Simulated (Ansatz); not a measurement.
# C2H8N2Si: two geometries relaxed

Are the two ends of the inversion of the pyramid at N1 separate minima, and which lies lower? Each is relaxed from a guess. SMILES of the start: NC(N)=C[SiH3].

All numbers below are computed with Ansatz 0.2.0 (RKS PBE-D4/def2-SVP).

### 1 The starting structure

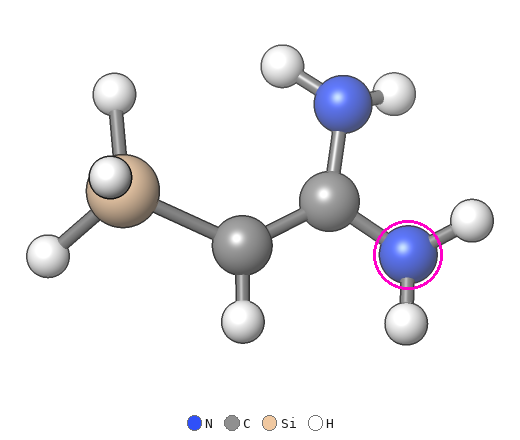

Start, viewed from a chosen angle; nitrogen blue, carbon grey, silicon light orange, hydrogen white. Ringed: N1.

Structure file:

```xyz
13

N    -1.0688    1.7451    0.2731
C    -0.5425    0.5508    0.2967
N    -0.9936   -0.2453    1.3001
C     0.4451    0.2225   -0.6276
Si    1.3330   -1.3368   -0.8380
H    -1.2715    2.1452    1.2058
H    -0.5543    2.4668   -0.2727
H    -1.8966   -0.0333    1.5215
H    -0.8302   -1.2213    1.1766
H     0.6283    0.9246   -1.3778
H     1.4999   -1.6228   -2.2434
H     0.6443   -2.4695   -0.1741
H     2.6274   -1.1607   -0.2254
```

### 2 End point A

Contents of input.yaml:

```yaml
crystal:
  periodic: [false, false, false]
  atoms:
    - { symbol: "N", position_ang: [-1.0688, 1.7451, 0.2731] }
    - { symbol: C, position_ang: [-0.5425, 0.5508, 0.2967] }
    - { symbol: "N", position_ang: [-0.9936, -0.2453, 1.3001] }
    - { symbol: C, position_ang: [0.4451, 0.2225, -0.6276] }
    - { symbol: Si, position_ang: [1.333, -1.3368, -0.838] }
    - { symbol: H, position_ang: [-1.2715, 2.1452, 1.2058] }
    - { symbol: H, position_ang: [-0.5543, 2.4668, -0.2727] }
    - { symbol: H, position_ang: [-1.8966, -0.0333, 1.5215] }
    - { symbol: H, position_ang: [-0.8302, -1.2213, 1.1766] }
    - { symbol: H, position_ang: [0.6283, 0.9246, -1.3778] }
    - { symbol: H, position_ang: [1.4999, -1.6228, -2.2434] }
    - { symbol: H, position_ang: [0.6443, -2.4695, -0.1741] }
    - { symbol: H, position_ang: [2.6274, -1.1607, -0.2254] }
basis:
  gaussian: { orbitals: def2-SVP }
hamiltonian:
  xc: pbe
  dispersion: d4
relax:
  f_tol: 0.015
  max_steps: 40
```

Command:

```console
$ ansatz run input.yaml --threads 2 --pin off --max-ram 3072MiB --backend cpu --events-out ev --progress --plain --runs-dir out
```

Log:

```text
Warning: RAYON_NUM_THREADS=2 ignored (pool sized by the plan → 2); use --threads N
The last accepted step is kept in <dir> (removed where the run ends without a failure and the disk answers)
Engine: ansatz 0.2.0, aarch64-unknown-linux-gnu
Functional definition: PBE
  parameter kappa = 0.804
  parameter beta = 0.06672455060314922
  exchange = pbe_x(kappa = kappa, mu = beta*pi^2/3)
  correlation = pbe_c(beta = beta)
1320 factors; their error is unknown
mean field evaluation 1: about -13030.6109 eV, gradient 7.7e1 eV
mean field evaluation 2: about -13008.5875 eV, gradient 1.2e2 eV
mean field evaluation 4: about -13043.8627 eV, gradient 1.1e1 eV
mean field evaluation 8: about -13044.1168 eV, gradient 2.1e-1 eV
mean field evaluation 16: about -13044.0265 eV, gradient 7.2e-4 eV
mean field -13044.02652408 eV, -479.3591332013 hartree, gradient 1.7e-5 eV, S^2 0.000000; 0 other end points of the search recorded, 0 dependent functions left out
the calculation of the forces begins
reference -13044.02656364 eV, -479.3591346549 hartree; 24, 24 occupied and 90, 90 virtual orbitals, 1320 factors
relax step   1: F+E_penalty+E_count = -13044.29867783 eV  Δ(F+E_penalty+E_count) = +0.000e0 eV  max|allowed force component| = 5.171e0 eV/Å  Δτ_max = 0.0000 Å  (31 SCF iters, accepted)
these checks for a lower state are left out or cut short: starts, cluster_reference, orbital_swaps, neighbouring_geometries, increment
1320 factors; their error is unknown
mean field -13044.66432994 eV, -479.3825721342 hartree, gradient 9.3e-6 eV, S^2 0.000000; 0 other end points of the search recorded, 0 dependent functions left out
the calculation of the forces begins
reference -13044.66437044 eV, -479.3825736226 hartree; 24, 24 occupied and 90, 90 virtual orbitals, 1320 factors
relax step   2: F+E_penalty+E_count = -13044.93260530 eV  Δ(F+E_penalty+E_count) = -6.339e-1 eV  max|allowed force component| = 1.597e0 eV/Å  Δτ_max = 0.1819 Å  (30 SCF iters, accepted)
these checks for a lower state are left out or cut short: starts, cluster_reference, orbital_swaps, neighbouring_geometries, increment
1320 factors; their error is unknown
mean field evaluation 32: about -13044.7314 eV, gradient 3.0e-4 eV
mean field -13044.73137143 eV, -479.3850358637 hartree, gradient 6.6e-6 eV, S^2 0.000000; 0 other end points of the search recorded, 0 dependent functions left out
the calculation of the forces begins
reference -13044.73141193 eV, -479.3850373519 hartree; 24, 24 occupied and 90, 90 virtual orbitals, 1320 factors
relax step   3: F+E_penalty+E_count = -13044.99957700 eV  Δ(F+E_penalty+E_count) = -6.697e-2 eV  max|allowed force component| = 3.652e-1 eV/Å  Δτ_max = 0.1244 Å  (31 SCF iters, accepted)
these checks for a lower state are left out or cut short: starts, cluster_reference, orbital_swaps, neighbouring_geometries, increment
1320 factors; their error is unknown
mean field -13044.72359603 eV, -479.3847501230 hartree, gradient 2.5e-5 eV, S^2 0.000000; 0 other end points of the search recorded, 0 dependent functions left out
the calculation of the forces begins
reference -13044.72363659 eV, -479.3847516133 hartree; 24, 24 occupied and 90, 90 virtual orbitals, 1320 factors
relax step   4: F+E_penalty+E_count = -13044.99197743 eV  Δ(F+E_penalty+E_count) = +7.600e-3 eV  max|allowed force component| = 2.703e-1 eV/Å  Δτ_max = 0.2000 Å  (29 SCF iters, rejected (line search))
these checks for a lower state are left out or cut short: starts, cluster_reference, orbital_swaps, neighbouring_geometries, increment
1320 factors; their error is unknown
mean field -13044.74676561 eV, -479.3856015893 hartree, gradient 8.1e-6 eV, S^2 0.000000; 0 other end points of the search recorded, 0 dependent functions left out
the calculation of the forces begins
reference -13044.74680612 eV, -479.3856030780 hartree; 24, 24 occupied and 90, 90 virtual orbitals, 1320 factors
relax step   5: F+E_penalty+E_count = -13045.01529249 eV  Δ(F+E_penalty+E_count) = -1.572e-2 eV  max|allowed force component| = 2.652e-1 eV/Å  Δτ_max = 0.0961 Å  (30 SCF iters, accepted)
these checks for a lower state are left out or cut short: starts, cluster_reference, orbital_swaps, neighbouring_geometries, increment
1320 factors; their error is unknown
mean field -13044.75184525 eV, -479.3857882625 hartree, gradient 7.2e-6 eV, S^2 0.000000; 0 other end points of the search recorded, 0 dependent functions left out
the calculation of the forces begins
reference -13044.75188560 eV, -479.3857897455 hartree; 24, 24 occupied and 90, 90 virtual orbitals, 1320 factors
relax step   6: F+E_penalty+E_count = -13045.02067549 eV  Δ(F+E_penalty+E_count) = -5.383e-3 eV  max|allowed force component| = 1.001e-1 eV/Å  Δτ_max = 0.0577 Å  (32 SCF iters, accepted)
these checks for a lower state are left out or cut short: starts, cluster_reference, orbital_swaps, neighbouring_geometries, increment
1320 factors; their error is unknown
mean field -13044.75196230 eV, -479.3857925641 hartree, gradient 7.2e-6 eV, S^2 0.000000; 0 other end points of the search recorded, 0 dependent functions left out
the calculation of the forces begins
reference -13044.75200266 eV, -479.3857940471 hartree; 24, 24 occupied and 90, 90 virtual orbitals, 1320 factors
relax step   7: F+E_penalty+E_count = -13045.02095160 eV  Δ(F+E_penalty+E_count) = -2.761e-4 eV  max|allowed force component| = 8.555e-2 eV/Å  Δτ_max = 0.0335 Å  (32 SCF iters, accepted)
these checks for a lower state are left out or cut short: starts, cluster_reference, orbital_swaps, neighbouring_geometries, increment
1320 factors; their error is unknown
mean field evaluation 64: about -13044.8386 eV, gradient 1.1e0 eV
mean field -13044.75304585 eV, -479.3858323837 hartree, gradient 7.2e-6 eV, S^2 0.000000; 0 other end points of the search recorded, 0 dependent functions left out
the calculation of the forces begins
reference -13044.75308619 eV, -479.3858338662 hartree; 24, 24 occupied and 90, 90 virtual orbitals, 1320 factors
relax step   8: F+E_penalty+E_count = -13045.02214215 eV  Δ(F+E_penalty+E_count) = -1.191e-3 eV  max|allowed force component| = 3.198e-2 eV/Å  Δτ_max = 0.0121 Å  (32 SCF iters, accepted)
these checks for a lower state are left out or cut short: starts, cluster_reference, orbital_swaps, neighbouring_geometries, increment
1320 factors; their error is unknown
mean field -13044.75262419 eV, -479.3858168881 hartree, gradient 7.2e-6 eV, S^2 0.000000; 0 other end points of the search recorded, 0 dependent functions left out
the calculation of the forces begins
reference -13044.75266451 eV, -479.3858183700 hartree; 24, 24 occupied and 90, 90 virtual orbitals, 1320 factors
relax step   9: F+E_penalty+E_count = -13045.02180163 eV  Δ(F+E_penalty+E_count) = +3.405e-4 eV  max|allowed force component| = 3.703e-2 eV/Å  Δτ_max = 0.0196 Å  (32 SCF iters, rejected (line search))
these checks for a lower state are left out or cut short: starts, cluster_reference, orbital_swaps, neighbouring_geometries, increment
1320 factors; their error is unknown
mean field -13044.75307419 eV, -479.3858334252 hartree, gradient 7.2e-6 eV, S^2 0.000000; 0 other end points of the search recorded, 0 dependent functions left out
the calculation of the forces begins
reference -13044.75311452 eV, -479.3858349075 hartree; 24, 24 occupied and 90, 90 virtual orbitals, 1320 factors
relax step  10: F+E_penalty+E_count = -13045.02223141 eV  Δ(F+E_penalty+E_count) = -8.926e-5 eV  max|allowed force component| = 5.027e-3 eV/Å  Δτ_max = 0.0084 Å  (33 SCF iters, accepted)
1320 factors; their error is unknown
mean field evaluation 96: about -13044.7528 eV, gradient 3.6e-1 eV
mean field -13044.75307419 eV, -479.3858334252 hartree, gradient 2.2e-5 eV, S^2 0.000000; 1 other end points of the search recorded, 0 dependent functions left out
the calculation of the forces begins
reference -13044.75311452 eV, -479.3858349075 hartree; 24, 24 occupied and 90, 90 virtual orbitals, 1320 factors
Total energy: -13045.02227174 eV, -479.3957262529 hartree
Atom 0 at    -1.185659     1.813796     0.271359 Å, force     0.002630    -0.005027     0.000877 eV/Å
Atom 1 at    -0.484589     0.609354     0.291617 Å, force    -0.001842     0.002810    -0.003066 eV/Å
Atom 2 at    -0.928143    -0.233985     1.306914 Å, force    -0.002082     0.000648     0.001320 eV/Å
Atom 3 at     0.519935     0.305241    -0.599597 Å, force    -0.001243     0.002870     0.000888 eV/Å
Atom 4 at     1.305330    -1.347596    -0.835187 Å, force     0.001440     0.003965    -0.000875 eV/Å
Atom 5 at    -1.374901     2.209724     1.197026 Å, force    -0.000856    -0.000512     0.002877 eV/Å
Atom 6 at    -0.810998     2.507897    -0.376602 Å, force     0.001032     0.000684    -0.001863 eV/Å
Atom 7 at    -1.946307    -0.246633     1.421342 Å, force    -0.001534     0.002176    -0.001100 eV/Å
Atom 8 at    -0.537605    -1.178704     1.266278 Å, force     0.003367    -0.002313    -0.000204 eV/Å
Atom 9 at     0.873165     1.138843    -1.230452 Å, force     0.000222    -0.001427     0.000593 eV/Å
Atom 10 at     1.406903    -1.734294    -2.291303 Å, force     0.000612    -0.002030     0.000243 eV/Å
Atom 11 at     0.479804    -2.408618    -0.134876 Å, force     0.000072    -0.000846     0.001603 eV/Å
Atom 12 at     2.703565    -1.469726    -0.271718 Å, force    -0.001819    -0.000999    -0.001293 eV/Å
Dipole moment:    -0.417602     0.374944     0.274846 e Å
```

Wall time 26 s (2 threads of Arm Neoverse V1, shared host); peak memory 0.15 GiB.

The steps of the relaxation:

```
step  energy from step 1 (eV)  largest force component (eV/Å)
   1                   0.0000                          5.1713
   2                  -0.6339                          1.5974
   3                  -0.7009                          0.3652
  4x                  -0.6933                          0.2703
   5                  -0.7166                          0.2652
   6                  -0.7220                          0.1001
   7                  -0.7223                          0.0855
   8                  -0.7235                          0.0320
  9x                  -0.7231                          0.0370
  10                  -0.7236                          0.0050
```

Step 1 is the start. 2 steps were tried and not accepted (marked x).

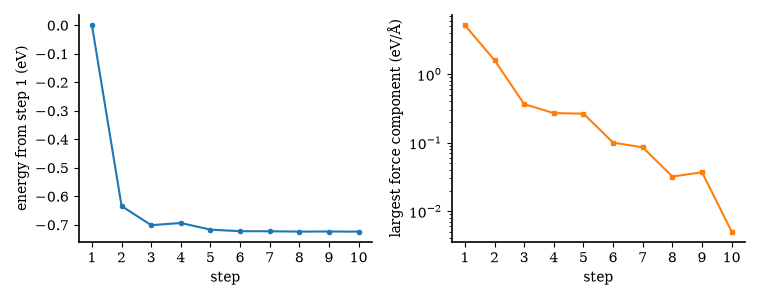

Energy and largest force along the relaxation.

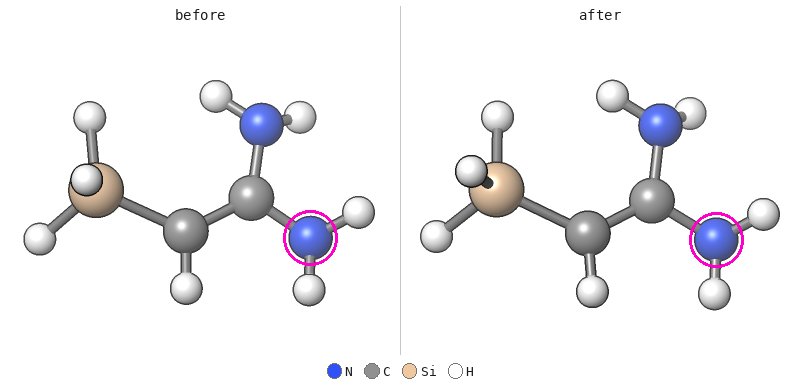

The structure before (left) and after (right), drawn at the same scale.

After: Bond lengths: N1–C2 1.394 Å, C2–N3 1.392 Å, C2–C4 1.377 Å, C4–Si5 1.845 Å, N1–H6 1.024 Å, N1–H7 1.021 Å, N3–H8 1.025 Å, N3–H9 1.023 Å, C4–H10 1.103 Å, Si5–H11 1.510 Å, Si5–H12 1.516 Å, Si5–H13 1.512 Å. Angles (14 of 18 angles, heavy atoms first): N1–C2–N3 111.9°, N1–C2–C4 123.3°, N3–C2–C4 124.8°, C2–C4–Si5 126.2°, C2–N1–H6 114.4°, C2–N1–H7 114.3°, C2–N3–H8 113.9°, C2–N3–H9 114.1°, C2–C4–H10 115.9°, Si5–C4–H10 117.9°, C4–Si5–H11 112.4°, C4–Si5–H12 109.6°, C4–Si5–H13 114.7°, H6–N1–H7 112.2°.

[end of part 1 of 2]
